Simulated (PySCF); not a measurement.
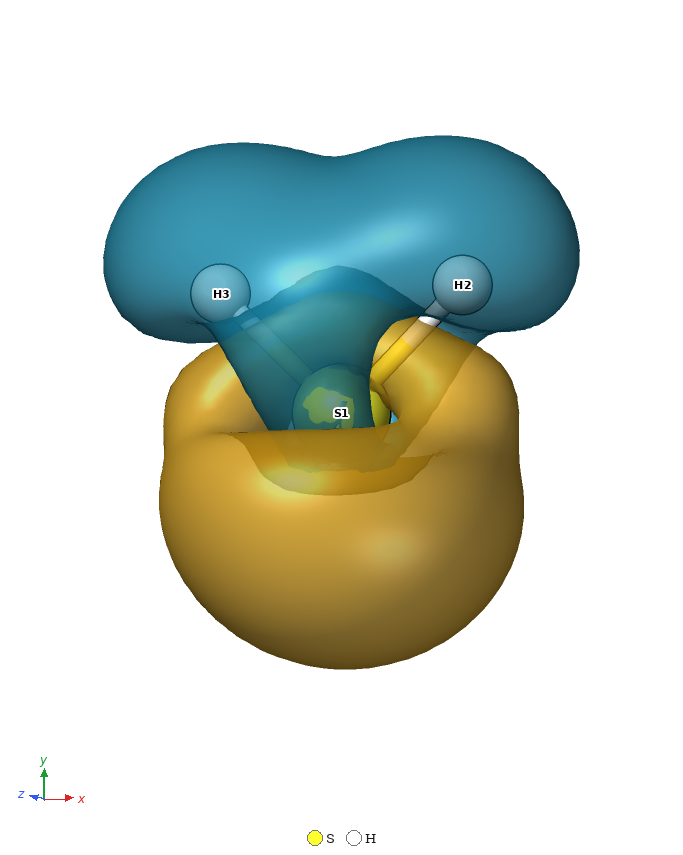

H$_{2}$S, SMILES `S`. Change of the electron density in a uniform field of 0.26 V/Å, surfaces at ±0.001 e/Å³ (yellow: gain, teal: loss).

Computed with PySCF, HF/def2-SVPD, geometry: GFN2-xTB. No frequency check shows the geometry to be a minimum. GFN2-xTB bond lengths at metals and heavier atoms can be off by up to 0.1 Å and shapes distorted, which carries into these values.

Coordinates in Å:

```
S1       0.0000   -0.1021    0.0000
H2       0.9574    0.8165    0.0000
H3      -0.9574    0.8166    0.0000
```

**Along which Cartesian direction does the field point?**

Along +y: electrons gather on the −y side, against the field.

**What dipole is induced, and what polarisability does it imply?**

The induced dipole is 0.29 D (along the field); α along this axis, from the fields in both directions, is 23 bohr³ (3.4 Å³).

**Which atoms gain and lose the most charge?**

Electrons gather most on S1 (Hirshfeld charge changes by −0.016 e) and leave H2 and H3 alike most (+0.008 e); 0.030 electrons are displaced in all.

Run time: 0.72 s on 1 thread of Intel(R) Xeon(R) Platinum 8488C (Sapphire Rapids), with other jobs on the host, peak memory 0.18 GiB.
